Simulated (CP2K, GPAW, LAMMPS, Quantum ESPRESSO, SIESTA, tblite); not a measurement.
## Atom list for Glassy 29TiO2-71Al2O3 (mol %) (137 atoms)

Calculated values (Quantum ESPRESSO 7.5, Kohn-Sham DFT, PBE, SSSP efficiency 1.3.0 pseudopotentials, plane waves; sssp-1.3.0-efficiency; 60/480 Ry; levels smeared at 580 K; Γ point; density 3.38 g/cm³) for the geometry as built.

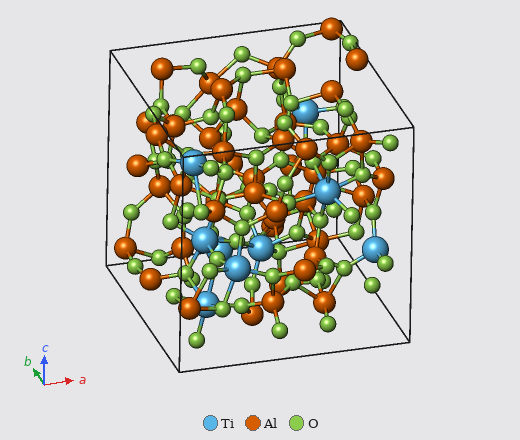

The structure (titanium blue, aluminium orange, oxygen green). Bonds to atoms that aren't drawn are left out. Some periodic images of atoms are drawn too.

Extended XYZ; positions in Å, forces in eV/Å:

```xyz
137
Lattice="11.336 0.000 0.000 0.000 11.336 0.000 0.000 0.000 11.336" Properties=species:S:1:pos:R:3:forces:R:3 pbc="T T T"
Ti 5.131 9.996 0.775 -0.747 -0.910 0.045
Ti 2.705 4.808 4.213 0.332 -1.221 -0.529
Ti 9.477 10.666 7.116 0.711 0.173 0.119
Ti 10.387 2.559 3.754 1.751 0.415 1.409
Ti 7.960 2.528 7.174 0.534 -0.535 -0.310
Ti 3.167 1.215 4.438 -1.417 -0.435 0.422
Ti 1.127 1.878 9.956 1.719 -0.605 -1.120
Ti 2.149 2.684 1.955 -0.916 -0.408 -0.448
Ti 5.827 5.850 2.837 -0.027 -0.027 1.165
Al 0.326 5.033 9.981 -0.242 0.991 0.212
Al 4.773 10.757 9.240 -0.629 0.821 1.262
Al 8.066 2.978 1.081 0.287 2.367 0.909
Al 9.579 2.502 9.601 1.358 -0.104 -2.116
Al 7.675 8.138 8.044 -1.699 0.268 0.170
Al 8.078 11.047 1.105 -0.410 -1.053 1.351
Al 1.702 5.470 6.913 -0.109 -1.779 -0.609
Al 2.163 1.846 7.285 1.272 0.591 1.132
Al 8.905 11.008 4.195 -0.268 2.222 -1.375
Al 3.337 4.189 9.066 1.270 -0.353 0.489
Al 7.413 8.805 2.727 0.316 0.016 0.787
Al 0.585 0.425 3.081 0.791 -0.326 -0.366
Al 10.790 11.027 11.128 0.289 0.269 -0.760
Al 9.475 5.717 7.868 -0.449 -0.103 -1.908
Al 5.126 7.837 9.263 1.873 1.539 1.759
Al 1.939 7.384 9.049 1.877 1.344 -0.166
Al 0.376 5.709 2.026 0.183 1.165 -1.010
Al 6.562 1.536 10.094 -1.255 -2.365 0.338
Al 10.913 7.471 11.263 0.835 0.938 1.460
Al 1.597 10.375 7.809 0.781 0.703 -0.032
Al 3.907 6.371 11.210 1.553 3.369 1.255
Al 2.097 9.856 4.617 -1.355 0.050 -3.752
Al 4.814 3.880 0.459 0.168 0.110 -1.892
Al 9.091 7.928 5.313 -0.877 -0.292 1.155
Al 5.078 1.287 7.153 -2.154 0.385 -3.683
Al 6.612 5.219 8.755 -0.746 1.787 0.682
Al 7.441 2.600 3.728 0.725 -0.146 1.746
Al 4.545 9.895 6.805 0.652 1.763 -0.064
Al 4.578 8.828 4.025 -0.577 1.230 -0.072
Al 7.891 10.063 9.946 -2.260 -0.772 -0.334
Al 2.108 9.899 10.786 -0.397 1.083 0.161
Al 2.734 8.211 2.101 0.989 1.446 -1.026
Al 6.093 11.331 4.538 -2.889 -0.846 0.179
Al 11.051 3.603 6.890 0.252 -2.185 -0.869
Al 8.969 5.218 10.970 0.132 0.053 0.764
Al 0.491 8.345 6.684 -0.363 0.710 -0.672
Al 7.273 7.237 0.039 -0.543 0.646 -2.002
Al 5.136 1.788 2.109 1.079 -1.284 1.922
Al 0.289 9.352 1.877 -0.091 0.527 -3.365
Al 8.692 6.067 2.721 -0.444 0.256 -1.522
Al 7.677 5.019 5.461 -1.310 -0.826 -0.001
Al 10.776 5.692 4.966 0.451 -0.211 1.168
Al 4.958 4.308 6.640 -0.539 -1.856 0.343
Al 5.858 7.248 5.795 0.714 0.125 0.544
O 7.400 5.284 3.707 -0.186 -0.391 -0.058
O 2.347 0.837 2.593 0.413 1.826 -1.345
O 5.890 2.838 10.916 -0.437 1.302 1.052
O 5.255 5.339 1.246 -0.567 0.643 -1.355
O 10.579 3.589 5.187 -0.065 1.352 -0.218
O 2.913 2.531 8.877 -0.944 -1.297 0.097
O 3.913 9.987 10.637 0.022 0.940 -0.644
O 8.638 0.843 6.651 0.006 0.802 -0.433
O 10.558 1.130 10.062 -0.139 -0.660 0.066
O 0.741 6.899 10.091 -1.351 -1.272 0.461
O 3.341 4.819 6.264 -0.251 0.550 0.185
O 8.641 7.738 3.639 0.144 0.128 -0.961
O 8.957 2.801 2.855 -2.096 0.678 -2.935
O 5.611 7.325 3.972 0.043 0.391 0.336
O 7.454 8.380 9.865 0.313 0.119 0.698
O 7.714 1.316 0.819 -0.366 0.463 -0.755
O 1.818 4.868 2.546 0.172 -0.891 -0.391
O 7.440 8.000 6.187 0.062 0.258 -0.072
O 3.635 7.095 9.441 -2.204 -1.044 0.416
O 0.172 3.341 9.541 -1.899 0.459 -0.521
O 4.401 9.113 2.195 0.482 -0.492 -0.176
O 11.070 9.801 7.575 0.127 -0.666 0.034
O 9.070 5.902 5.655 1.809 1.391 0.334
O 7.128 7.153 1.811 0.382 0.390 0.905
O 1.742 9.529 6.170 -1.265 -1.354 3.851
O 8.221 10.073 8.230 -0.112 -0.684 -0.652
O 5.048 4.447 8.406 -0.726 -0.051 0.268
O 4.624 8.494 5.947 0.144 -2.745 -1.320
O 3.676 10.477 4.632 2.530 -0.011 0.079
O 7.129 5.714 10.361 1.127 -1.058 -0.064
O 1.982 9.414 1.097 -0.397 0.695 0.735
O 1.888 5.024 8.697 -0.798 1.832 0.143
O 1.251 5.535 5.032 -1.275 1.120 1.641
O 1.434 0.206 10.465 0.043 -3.198 1.690
O 3.665 4.779 10.697 0.368 -2.488 0.299
O 5.389 7.705 11.102 -0.288 -0.959 -0.493
O 11.135 11.196 1.485 0.067 0.240 1.071
O 4.903 1.129 3.834 2.036 1.248 -1.513
O 1.871 9.249 9.172 -0.322 -1.736 -0.611
O 1.160 0.691 7.940 -1.746 -0.044 0.701
O 6.386 10.981 10.430 0.184 0.523 -0.678
O 3.532 1.712 6.283 2.370 0.168 -0.271
O 10.855 7.589 5.492 -0.571 -0.268 -0.741
O 6.053 5.442 6.022 0.552 1.514 -0.928
O 6.141 6.962 8.173 0.970 -1.348 -1.070
O 0.479 2.466 2.725 -1.017 -0.377 -0.147
O 9.150 7.362 7.999 1.706 0.543 -0.587
O 9.045 3.367 10.941 -1.056 0.337 1.226
O 7.892 4.610 7.730 0.569 -0.077 -0.799
O 11.155 5.284 0.422 0.322 -0.479 -0.904
O 0.196 7.555 1.815 -0.235 -0.396 -0.359
O 4.390 5.130 3.758 1.380 0.241 -0.460
O 10.303 0.751 3.931 -0.100 -0.604 1.181
O 9.280 7.002 0.052 -2.746 0.407 0.379
O 11.159 9.274 11.206 0.112 -0.754 -0.151
O 3.476 10.852 7.768 -0.334 -0.034 1.087
O 6.068 2.649 6.768 -0.670 1.851 -0.377
O 5.012 0.281 1.359 0.171 0.053 -0.633
O 8.674 10.367 2.614 0.152 -1.457 0.216
O 7.442 0.882 4.133 2.982 0.198 0.020
O 1.289 3.146 6.789 0.257 1.874 -0.923
O 6.422 9.731 4.002 -0.438 -1.055 -0.753
O 9.861 5.287 9.439 1.579 -0.741 1.534
O 1.612 7.201 7.377 -0.254 -0.079 -0.984
O 8.995 10.626 11.058 1.664 0.168 -0.036
O 1.680 2.599 0.175 0.402 0.579 1.860
O 10.399 5.538 3.206 -0.793 0.014 0.430
O 5.645 11.255 6.215 0.425 -0.928 0.757
O 9.273 9.906 5.459 -0.161 -1.755 0.296
O 2.748 3.011 4.091 0.084 -0.234 -0.628
O 6.467 2.922 2.387 -0.735 0.674 -1.189
O 2.821 6.976 1.036 0.414 -2.531 -1.516
O 9.774 2.837 7.653 -1.532 -0.608 2.055
O 3.950 2.853 1.541 -0.212 0.708 -0.049
O 11.084 5.269 7.117 -0.140 2.147 -0.123
O 5.375 0.998 8.706 0.583 -0.021 4.549
O 8.336 4.917 1.286 -0.140 -0.802 1.331
O 7.833 1.931 9.017 1.593 0.550 -0.608
O 5.392 9.371 8.423 0.146 -0.542 -1.542
O 1.592 0.525 4.854 -1.811 -0.766 0.324
O 7.894 3.322 5.264 0.149 -1.125 0.731
O 6.896 9.629 1.182 1.050 -0.129 -0.215
O 0.753 9.973 3.381 0.401 -0.144 2.566
O 2.783 8.211 3.778 -0.309 0.197 2.642
```

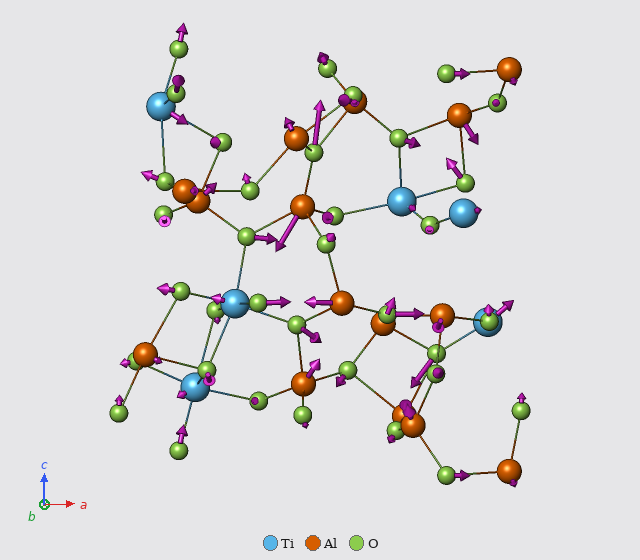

The forces as arrows, the longest 4.59 eV/Å. Drawn is a slice 4 Å thick, seen along the normal of the ac plane.

The quench rate of 300 K/ps is many orders above laboratory rates, so the cell is likely richer in defects and strain than a real sample. The network of bonds at the start is that of the classical potential that made the cell, and needn't be the one that DFT or experiment would give. The classical run held zero pressure, yet DFT finds 12 GPa in this frame, which points to a density or bond lengths far off those of this functional. Only the Γ point is sampled, in a cell whose shortest periodic width is 11 Å.

The r.m.s. force component is 1.12 eV/Å; the longest force, 4.59 eV/Å, acts on O129.

[Logs are printed without paths, hosts, clocks, repeated set-up lines and the standing remarks that a program may print on its own settings, such as how far it seeks lower states.]

[Hosts, paths, dates, database ids (printed as entryN), source tags and the programs' standing remarks are cut or masked in the printed files.]
